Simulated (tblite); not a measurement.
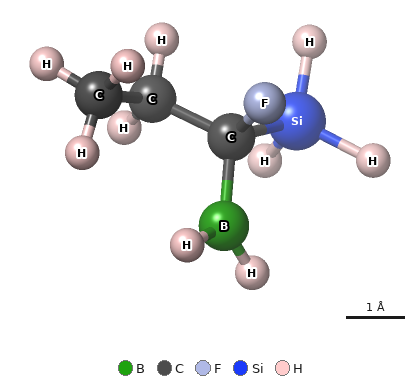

Figure 1. The input geometry (ball-and-stick view, seen at a tilt).

C$_{3}$H$_{10}$BFSi: geometry relaxation (part 1 of 3)

- system: C$_{3}$H$_{10}$BFSi, SMILES BC(F)([SiH3])CC
- method: IPEA1-xTB, R-SCC (tblite 0.8.0)

The geometry: force field.

### What the program printed
```
Step     Time          Energy          fmax
LBFGS:    0 20:20:39     -591.796221        3.626586
LBFGS:    1 20:20:39     -592.132791        1.384456
LBFGS:    2 20:20:39     -592.191684        0.585356
LBFGS:    3 20:20:39     -592.211510        0.361045
LBFGS:    4 20:20:39     -592.226994        0.405980
LBFGS:    5 20:20:39     -592.244042        0.336475
LBFGS:    6 20:20:39     -592.258470        0.345416
LBFGS:    7 20:20:39     -592.280942        0.375403
LBFGS:    8 20:20:39     -592.308906        0.504558
LBFGS:    9 20:20:39     -592.343932        0.632615
LBFGS:   10 20:20:39     -592.381903        0.601022
LBFGS:   11 20:20:39     -592.425143        0.500188
LBFGS:   12 20:20:39     -592.473153        0.495085
LBFGS:   13 20:20:39     -592.534108        0.706318
LBFGS:   14 20:20:39     -592.609229        0.919119
LBFGS:   15 20:20:39     -592.636874        1.481036
LBFGS:   16 20:20:39     -592.697609        1.009730
LBFGS:   17 20:20:39     -592.763045        0.542911
LBFGS:   18 20:20:40     -592.815710        0.541355
LBFGS:   19 20:20:40     -592.870520        0.684003
LBFGS:   20 20:20:40     -592.903829        0.434787
LBFGS:   21 20:20:40     -592.938087        0.564032
LBFGS:   22 20:20:40     -592.961244        0.429430
LBFGS:   23 20:20:40     -592.985945        0.416445
LBFGS:   24 20:20:40     -593.025582        0.595651
LBFGS:   25 20:20:40     -593.059873        0.538973
LBFGS:   26 20:20:40     -593.087987        0.373159
LBFGS:   27 20:20:40     -593.102106        0.304122
LBFGS:   28 20:20:40     -593.112992        0.246534
LBFGS:   29 20:20:40     -593.120058        0.232359
LBFGS:   30 20:20:40     -593.126495        0.228028
LBFGS:   31 20:20:40     -593.133309        0.245042
LBFGS:   32 20:20:40     -593.140335        0.206983
LBFGS:   33 20:20:40     -593.147076        0.203875
LBFGS:   34 20:20:40     -593.151514        0.246227
LBFGS:   35 20:20:40     -593.158337        0.243673
LBFGS:   36 20:20:40     -593.163867        0.192590
LBFGS:   37 20:20:40     -593.168110        0.148165
LBFGS:   38 20:20:40     -593.170496        0.123893
LBFGS:   39 20:20:40     -593.172431        0.133581
LBFGS:   40 20:20:40     -593.174823        0.130633
LBFGS:   41 20:20:40     -593.177788        0.136955
LBFGS:   42 20:20:40     -593.180998        0.115714
LBFGS:   43 20:20:40     -593.184394        0.156426
LBFGS:   44 20:20:40     -593.188480        0.199221
LBFGS:   45 20:20:40     -593.193151        0.184484
LBFGS:   46 20:20:40     -593.197597        0.205386
LBFGS:   47 20:20:40     -593.200558        0.163313
LBFGS:   48 20:20:40     -593.202671        0.120709
LBFGS:   49 20:20:40     -593.204650        0.109985
LBFGS:   50 20:20:41     -593.207281        0.105049
LBFGS:   51 20:20:41     -593.209436        0.101594
LBFGS:   52 20:20:41     -593.211035        0.095999
converged: True after 52 steps
Energy: -593.211035 eV
Dipole: 2.3659 D
Charges: [-0.0857  0.0685 -0.108   0.2353 -0.0131 -0.0585 -0.0264 -0.0251 -0.0538
 -0.0512 -0.0421  0.048   0.0445  0.019   0.0245  0.0241]
Final positions (angstrom):
B     -1.652259    -0.758848     0.037308
C     -0.243895    -0.219833     0.231888
F     -0.040499     0.436483     1.525346
Si     0.736304    -1.527683     1.320572
C      0.620039     0.519016    -0.786151
C      0.006041     1.865894    -1.151250
H     -1.939678    -1.252433    -1.000522
H     -2.436270    -0.734739     0.927342
H      1.055282    -2.741839     0.619093
H      1.977877    -0.893810     1.629210
H     -0.012760    -1.888036     2.480821
H      0.713397    -0.101686    -1.680511
H      1.621905     0.677033    -0.375367
H     -0.065521     2.501310    -0.269373
H      0.627142     2.373140    -1.891897
H     -0.989805     1.723331    -1.572209
largest displacement 1.4664 angstrom
```

### Trajectory as extended XYZ (Å, eV, eV/Å), 30 of the 53 frames kept, from step=0 to step=52
```
16
Properties=species:S:1:pos:R:3:forces:R:3 step=0 energy=-591.79622
B    -1.5629   -0.7397    0.0748   -2.0185   2.8561  -0.9595
C    -0.1756   -0.1654    0.5213    1.4385  -1.6152  -0.7592
F    -0.3731    0.7311    1.5526   -0.0519   1.2126   0.5036
Si    0.9046   -1.6058    1.1615   -1.0457  -1.1964   1.9859
C     0.5933    0.5115   -0.6510   -1.2588   1.7067   0.3188
C    -0.0525    1.8437   -1.1006   -0.3274   0.0876   0.7773
H    -1.8636   -1.8410    0.1115   -0.1861  -1.6399  -0.2175
H    -2.4039    0.0885   -0.2857    0.6351  -0.9906   0.5719
H     1.0322   -2.5781    0.1274    0.0837  -0.0146  -0.1293
H     2.1412   -1.1382    1.6603    0.3672   0.0830   0.1349
H     0.1053   -2.2539    2.3019    1.0654   0.7427  -1.2858
H     0.6919   -0.1655   -1.4842   -0.0746  -0.4194  -0.3890
H     1.5760    0.7831   -0.3134    0.9491  -0.1040   0.3647
H    -0.1772    2.5505   -0.2346    0.3889  -0.9221  -1.1369
H     0.5867    2.2812   -1.8721   -0.0845   0.1902   0.2049
H    -1.0451    1.6753   -1.5254    0.1196   0.0233   0.0152
16
Properties=species:S:1:pos:R:3:forces:R:3 step=2 energy=-592.19168
B    -1.5996   -0.7027    0.0591   -0.0342  -0.1972  -0.0010
C    -0.1515   -0.1964    0.5050   -0.1186  -0.0871  -0.0931
F    -0.3712    0.7552    1.5593    0.2082   0.0239  -0.2890
Si    0.8852   -1.6379    1.2106    0.2585  -0.2787   0.2873
C     0.5804    0.5400   -0.6479    0.2095  -0.0645   0.0263
C    -0.0610    1.8460   -1.0949   -0.0140  -0.1517  -0.1021
H    -1.8646   -1.8629    0.1035    0.0356   0.1007  -0.2822
H    -2.4037    0.0789   -0.2766   -0.5143   0.2734   0.0585
H     1.0343   -2.5765    0.1267    0.0420   0.1351   0.1687
H     2.1480   -1.1374    1.6631   -0.0204  -0.0784   0.0402
H     0.1311   -2.2362    2.2720    0.1209   0.0157   0.0359
H     0.6875   -0.1664   -1.4849   -0.1241   0.2438   0.1458
H     1.5920    0.7787   -0.3068    0.1120  -0.0978   0.0544
H    -0.1681    2.5334   -0.2564    0.1085  -0.0035  -0.0722
H     0.5816    2.2852   -1.8627   -0.0714   0.1734   0.1102
H    -1.0432    1.6764   -1.5250   -0.1981  -0.0069  -0.0877
16
Properties=species:S:1:pos:R:3:forces:R:3 step=4 energy=-592.22699
B    -1.6095   -0.7031    0.0551   -0.1098   0.2446  -0.0982
C    -0.1530   -0.2059    0.4988   -0.0538  -0.0415   0.0111
F    -0.3597    0.7596    1.5447    0.1550  -0.0419  -0.1855
Si    0.8954   -1.6530    1.2286    0.0761   0.2185  -0.1752
C     0.5885    0.5403   -0.6448   -0.0780  -0.0531   0.0512
C    -0.0646    1.8398   -1.0994    0.0215  -0.0229   0.0967
H    -1.8633   -1.8618    0.0864   -0.0322  -0.0187  -0.2872
H    -2.4283    0.0888   -0.2700   -0.1437  -0.0587   0.2199
H     1.0373   -2.5701    0.1351    0.0768  -0.0185   0.0605
H     2.1496   -1.1410    1.6666    0.1368  -0.0093   0.1112
H     0.1391   -2.2349    2.2735   -0.0940  -0.1682   0.3573
H     0.6811   -0.1556   -1.4800    0.0255  -0.0404  -0.1600
H     1.6001    0.7728   -0.3028    0.0799  -0.0437   0.0556
H    -0.1615    2.5307   -0.2631   -0.0004   0.0104  -0.0034
H     0.5771    2.2947   -1.8560   -0.0245   0.0975  -0.0338
H    -1.0512    1.6760   -1.5286   -0.0353  -0.0542  -0.0203
16
Properties=species:S:1:pos:R:3:forces:R:3 step=5 energy=-592.24404
B    -1.6187   -0.6981    0.0500   -0.0587   0.2175  -0.0859
C    -0.1557   -0.2129    0.4953   -0.0525   0.0143  -0.0230
F    -0.3480    0.7612    1.5305    0.0944  -0.0022  -0.0005
Si    0.9035   -1.6565    1.2356   -0.1655   0.2776  -0.0936
C     0.5923    0.5385   -0.6418   -0.1019  -0.0473  -0.0780
C    -0.0666    1.8358   -1.1005    0.0203   0.0428   0.0998
H    -1.8632   -1.8605    0.0674   -0.0484   0.0327  -0.3023
H    -2.4483    0.0938   -0.2598   -0.0183  -0.1267   0.2666
H     1.0415   -2.5667    0.1419    0.0971  -0.1086  -0.0137
H     2.1547   -1.1434    1.6720    0.1745   0.0279   0.1272
H     0.1417   -2.2387    2.2842   -0.0122  -0.1073   0.2470
H     0.6778   -0.1497   -1.4810    0.1016  -0.1374  -0.2356
H     1.6070    0.7678   -0.2988   -0.0528  -0.0437   0.0218
H    -0.1574    2.5293   -0.2672   -0.0754   0.0294   0.0726
H     0.5732    2.3031   -1.8523   -0.0275  -0.0033  -0.0609
H    -1.0567    1.6742   -1.5312    0.1252  -0.0659   0.0584
16
Properties=species:S:1:pos:R:3:forces:R:3 step=7 energy=-592.28094
B    -1.6390   -0.6815    0.0355    0.0874  -0.0698   0.0042
C    -0.1665   -0.2245    0.4840   -0.0297   0.1426  -0.0948
F    -0.3170    0.7656    1.5028   -0.0264   0.0772   0.2915
Si    0.9091   -1.6501    1.2504   -0.2669   0.0799   0.1294
C     0.5973    0.5298   -0.6451   -0.0653  -0.0194  -0.2842
C    -0.0683    1.8305   -1.0985    0.0814   0.0923   0.0392
H    -1.8655   -1.8513    0.0041   -0.0310   0.1598  -0.3383
H    -2.4955    0.1000   -0.2199    0.0695  -0.0563   0.2861
H     1.0570   -2.5659    0.1573    0.0834  -0.0716   0.0710
H     2.1739   -1.1476    1.6912   -0.0861   0.0100   0.0372
H     0.1512   -2.2504    2.3181    0.2168   0.1173  -0.1226
H     0.6778   -0.1442   -1.4967    0.1683  -0.1502  -0.1847
H     1.6143    0.7529   -0.2901   -0.2651  -0.0694  -0.0760
H    -0.1545    2.5286   -0.2696   -0.1489  -0.0178   0.1601
H     0.5622    2.3192   -1.8473   -0.0089  -0.1619  -0.0566
H    -1.0594    1.6660   -1.5321    0.2215  -0.0626   0.1386
16
Properties=species:S:1:pos:R:3:forces:R:3 step=9 energy=-592.34393
B    -1.6660   -0.6550    0.0106    0.1318  -0.2571   0.1147
C    -0.1884   -0.2303    0.4596    0.0348   0.1475  -0.0131
F    -0.2652    0.7763    1.4768   -0.1376  -0.0119   0.2738
Si    0.9024   -1.6280    1.2774   -0.0311  -0.2345   0.1399
C     0.5984    0.5112   -0.6720    0.0147   0.0211  -0.1329
C    -0.0631    1.8280   -1.0902    0.0278  -0.0105  -0.1294
H    -1.8722   -1.8225   -0.1368    0.0702   0.2682  -0.3676
H    -2.5692    0.1045   -0.1237    0.1971   0.0227   0.3082
H     1.0909   -2.5689    0.1935   -0.0024   0.1130   0.2868
H     2.1960   -1.1542    1.7269   -0.5179   0.0196  -0.1228
H     0.1818   -2.2631    2.3722    0.2955   0.3515  -0.4351
H     0.6924   -0.1475   -1.5404    0.0689   0.0197   0.0790
H     1.6056    0.7216   -0.2823   -0.2124  -0.0753  -0.1996
H    -0.1622    2.5251   -0.2592   -0.0602  -0.1986   0.1216
H     0.5446    2.3342   -1.8455    0.1050  -0.1839  -0.0189
H    -1.0485    1.6460   -1.5227    0.0158   0.0084   0.0954
16
Properties=species:S:1:pos:R:3:forces:R:3 step=11 energy=-592.42514
B    -1.6833   -0.6350   -0.0076    0.1003  -0.0953   0.1704
C    -0.2085   -0.2240    0.4362    0.0448  -0.1383   0.1134
F    -0.2242    0.7824    1.4731   -0.1628  -0.2393  -0.0681
Si    0.8872   -1.6072    1.3018    0.1447  -0.0915  -0.2134
C     0.5923    0.4922   -0.7093    0.0516   0.0095   0.2932
C    -0.0539    1.8267   -1.0848   -0.1445  -0.2029  -0.1891
H    -1.8750   -1.7726   -0.3143    0.1824   0.3083  -0.3287
H    -2.6189    0.1010    0.0068    0.2788  -0.0270   0.3123
H     1.1268   -2.5686    0.2497   -0.0740   0.0778   0.1764
H     2.1829   -1.1558    1.7567   -0.4362   0.2069  -0.1309
H     0.2296   -2.2540    2.4046   -0.0548   0.2391  -0.1669
H     0.7162   -0.1568   -1.5868   -0.1994   0.1666   0.3200
H     1.5811    0.6851   -0.2901    0.2629   0.0202  -0.1558
H    -0.1774    2.5055   -0.2372    0.1706  -0.3151  -0.0823
H     0.5367    2.3336   -1.8497    0.1727  -0.0281   0.0517
H    -1.0341    1.6247   -1.5050   -0.3371   0.1092  -0.1022
16
Properties=species:S:1:pos:R:3:forces:R:3 step=13 energy=-592.53411
B    -1.6865   -0.6257   -0.0089   -0.1033   0.1151  -0.0059
C    -0.2220   -0.2229    0.4220    0.0478  -0.2657   0.0580
F    -0.2055    0.7681    1.4803   -0.0885  -0.3575  -0.2152
Si    0.8707   -1.5888    1.3058   -0.0672   0.2821  -0.4219
C     0.5850    0.4752   -0.7301    0.0727   0.0054   0.4413
C    -0.0530    1.8131   -1.0921   -0.2204  -0.2556  -0.0284
H    -1.8620   -1.6910   -0.5211    0.1996   0.4189  -0.1278
H    -2.6283    0.0884    0.1696    0.3120  -0.2654   0.2628
H     1.1565   -2.5675    0.3176   -0.0226  -0.3087  -0.3373
H     2.1279   -1.1345    1.7734    0.2647   0.5555   0.0356
H     0.2749   -2.2187    2.4147   -0.5561  -0.1007   0.4236
H     0.7278   -0.1603   -1.6095   -0.3848  -0.0265   0.2295
H     1.5711    0.6523   -0.3155    0.5612   0.1685   0.0216
H    -0.1832    2.4568   -0.2176    0.2782  -0.1424  -0.2306
H     0.5454    2.3205   -1.8521    0.0187   0.0368   0.1481
H    -1.0416    1.6124   -1.4921   -0.3120   0.1401  -0.2531
16
Properties=species:S:1:pos:R:3:forces:R:3 step=14 energy=-592.60923
B    -1.6817   -0.6284   -0.0015    0.0008   0.2231  -0.1819
C    -0.2240   -0.2261    0.4205   -0.0375  -0.2040  -0.0970
F    -0.2109    0.7463    1.4888    0.0183  -0.2812  -0.1144
Si    0.8594   -1.5775    1.2917   -0.1526   0.2226  -0.1742
C     0.5831    0.4687   -0.7265    0.1037  -0.0134   0.2403
C    -0.0590    1.7982   -1.1013   -0.1363  -0.1425   0.1288
H    -1.8457   -1.6315   -0.6226    0.1230   0.3062  -0.0508
H    -2.6056    0.0733    0.2576    0.0503  -0.2750   0.2662
H     1.1660   -2.5737    0.3443    0.0353  -0.4913  -0.5630
H     2.0897   -1.1037    1.7744    0.6034   0.6847   0.1087
H     0.2835   -2.1922    2.4141   -0.6687  -0.1845   0.5411
H     0.7214   -0.1616   -1.6048   -0.3777  -0.2417   0.0753
H     1.5799    0.6436   -0.3350    0.4592   0.2266   0.1148
H    -0.1779    2.4214   -0.2129    0.2117   0.0831  -0.2200
H     0.5567    2.3071   -1.8499   -0.1524   0.0060   0.1807
H    -1.0578    1.6137   -1.4926   -0.0806   0.0812  -0.2545
16
Properties=species:S:1:pos:R:3:forces:R:3 step=16 energy=-592.69761
B    -1.6724   -0.6348    0.0035    0.3882   0.5600  -0.1755
C    -0.2248   -0.2437    0.4158   -0.1053   0.2028  -0.3244
F    -0.2279    0.6910    1.4961    0.1977   0.0099   0.4065
Si    0.8446   -1.5659    1.2626    0.3703  -0.5001   0.7952
C     0.5934    0.4606   -0.6986    0.1920  -0.0289  -0.5041
C    -0.0788    1.7637   -1.1151    0.1815   0.1693   0.1775
H    -1.8087   -1.5155   -0.7520   -0.1746  -0.3453  -0.3996
H    -2.5548    0.0342    0.3874   -0.5410  -0.1581   0.3476
H     1.1740   -2.6063    0.3508    0.0064  -0.1733  -0.2595
H     2.0534   -1.0127    1.7717    0.1839   0.3685  -0.1110
H     0.2529   -2.1534    2.4266   -0.3121   0.0649  -0.0517
H     0.6799   -0.1705   -1.5743   -0.0354  -0.5729  -0.2125
H     1.6260    0.6493   -0.3612   -0.4443   0.1083   0.0659
H    -0.1513    2.3697   -0.2235   -0.1840   0.5830   0.1936
H     0.5682    2.2855   -1.8319   -0.3464  -0.1276   0.0169
H    -1.0964    1.6260   -1.5133    0.6232  -0.1605   0.0352
```
